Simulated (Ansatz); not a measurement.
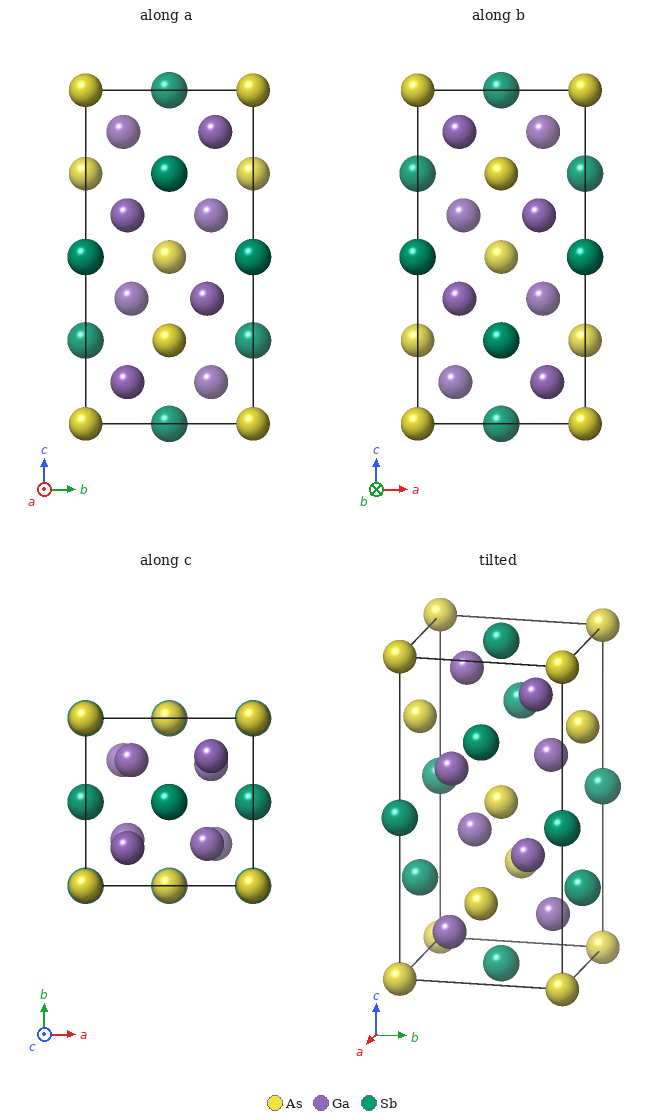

The figure gives a spheres-only picture of the atoms, viewed along the a axis, along the b axis, along the c axis and slightly off an axis. The conventional unit cell is outlined; an atom on or near a face, edge or corner is repeated at each equivalent position.

Lattice parameters: a = 5.9855 Å, b = 5.9855 Å, c = 11.9239 Å, α = 90.000°, β = 90.000°, γ = 90.000°.

> Express the structure as a CIF in P1 with every atom of the cell, with free fractional coordinates to two decimals.

```cif
data_structure
_symmetry_space_group_name_H-M 'P 1'
_symmetry_Int_Tables_number 1
_cell_length_a 5.9855
_cell_length_b 5.9855
_cell_length_c 11.9239
_cell_angle_alpha 90.000
_cell_angle_beta 90.000
_cell_angle_gamma 90.000
_cell_volume 427.19
loop_
_atom_site_label
_atom_site_type_symbol
_atom_site_fract_x
_atom_site_fract_y
_atom_site_fract_z
_atom_site_occupancy
As1 As 0.00 0.50 0.25 1
Ga1 Ga 0.27 0.75 0.6250 1
As2 As 0.50 0.50 0.50 1
Ga2 Ga 0.25 0.27 0.3750 1
Sb1 Sb 0.50 0.00 0.25 1
Ga3 Ga 0.73 0.25 0.6250 1
Sb2 Sb 0.00 0.00 0.50 1
Ga4 Ga 0.75 0.73 0.3750 1
As3 As 0.50 0.00 0.75 1
Ga5 Ga 0.77 0.25 0.1250 1
As4 As 0.00 0.00 0.00 1
Ga6 Ga 0.75 0.77 0.8750 1
Sb3 Sb 0.00 0.50 0.75 1
Ga7 Ga 0.23 0.75 0.1250 1
Sb4 Sb 0.50 0.50 0.00 1
Ga8 Ga 0.25 0.23 0.8750 1
```

Origin of the cell: a structure type filled with these elements by a generator (whether the compound takes this form wasn't checked). The picture shows the end point of a geometry optimisation with Ansatz, DFT, PBE, plane waves, PAW.
